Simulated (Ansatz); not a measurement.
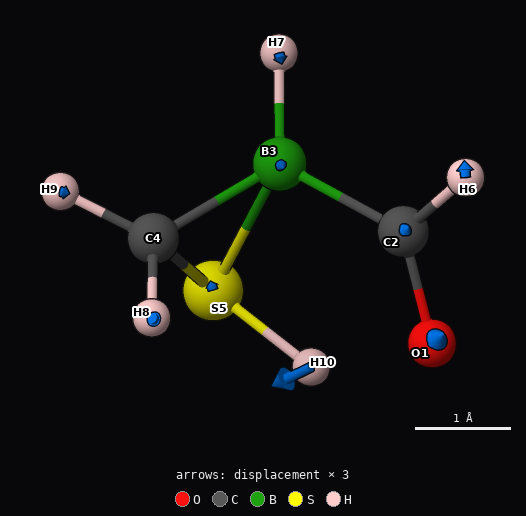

This is a relaxation of C2H5BOS. The starting structure is drawn; blue arrows show the displacements, magnified 3 times. The two geometries are superimposed by the best rigid fit.

A ball-and-stick model, seen at a tilt.

The start comes from PBE-D4/def2-SVP.

All numbers below come from RKS PBE0-D4/def2-TZVP in Ansatz.

The input:
```yaml
crystal:
  periodic: [false, false, false]
  atoms:
    - {symbol: O, position_ang: [-1.562679, -0.916056, 0.857237]}
    - {symbol: C, position_ang: [-1.156985, 0.251935, 0.783554]}
    - {symbol: B, position_ang: [0.327152, 0.643219, 0.322670]}
    - {symbol: C, position_ang: [0.695566, 0.044599, -1.094047]}
    - {symbol: S, position_ang: [1.283381, -1.115270, 0.238809]}
    - {symbol: H, position_ang: [-1.905953, 1.069768, 0.996950]}
    - {symbol: H, position_ang: [0.932550, 1.579262, 0.802866]}
    - {symbol: H, position_ang: [-0.058458, -0.435004, -1.741997]}
    - {symbol: H, position_ang: [1.564097, 0.436073, -1.650575]}
    - {symbol: H, position_ang: [-0.035572, -1.609727, 0.487432]}
basis:
  gaussian: {orbitals: def2-TZVP}
hamiltonian: {xc: pbe0, dispersion: d4}
relax: {f_tol: 0.005, max_steps: 150}
```

Atoms of which element are displaced furthest, and by how much?

Hydrogen: up to 0.19 Å, against 0.11 Å for oxygen.

What happened in the run?

The energy falls by 0.084 eV in 9 accepted moves (12 points after the start). Largest force component: 1.3 eV/Å at the start, 0.0022 eV/Å at the end. The line search rejected the trial steps at points 3, 7, 11 of the run. The largest move after the best rigid fit is that of H10, 0.19 Å. By element the largest moves are H 0.19 Å, O 0.11 Å, C 0.04 Å, S 0.04 Å, B 0.03 Å. Among the contacts that change: S5–H10 1.430 → 1.364 Å, C4–S5 1.862 → 1.837 Å, O1–C2 1.239 → 1.217 Å, B3–H7 1.214 → 1.194 Å. Among the angles between lasting bonds that change: B3–S5–H10 81.7° → 87.5°, C2–B3–S5 103.9° → 106.7°, S5–B3–H7 117.1° → 114.3°.
